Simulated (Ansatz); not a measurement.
Electronic density of states of amorphous Si12Te48, density 5.28 g/cm³, on a 2×2×2 Γ-centred mesh with a Gaussian width of 0.1 eV; energies count from the Fermi level, whose place inside the gap is arbitrary. Cell and mesh are small, so fine structure isn't converged. Method: PBE, scalar-relativistic without spin-orbit coupling, PAW (Ansatz default set, large-core Te) (plane waves to 420 eV; Ansatz, a program for electronic structure). Sampling: a 2×2×2 Γ-centred mesh; Fermi-Dirac width 0.05 eV; no spin polarisation. So small a spacing is near the smearing width and the bands' dispersion over the mesh, so it is a value of this cell and mesh.

A CHGNet melt-quench gave the starting glass, which DFT then relaxed. The hot cell started wider than the set density and was brought back towards it in steps. It is the lowest in DFT energy of 4 quenches. It is a model cell: composition and starting density were chosen by hand, and all elements were melted together. No dispersion term was used. Its density started from a set value of 5.28 and ended at 5.28 g/cm³. The quench (nominally 79 K/ps over its main leg) was far faster than any real one, so the model tends to hold more defects than a real film. Values belong to this one cell and scatter from quench to quench. The volume was held where the preparation left it and the shape relaxed, at a PBE pressure of 1.2 GPa. Stress components on the final sampling reach 1.2 GPa. On a 2×2×2 Γ-centred mesh force components of up to 0.19 eV/Å stay, since the relaxation ran on one k-point at (1/4, 1/4, 1/4).

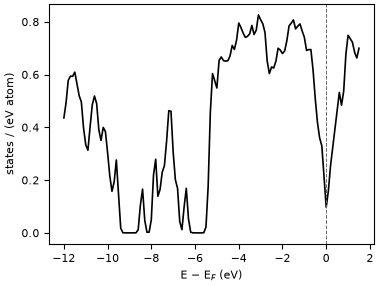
Figure: Density of states per atom

The gap on this mesh is 0.14 eV; the broadening fills part of it in the curve.
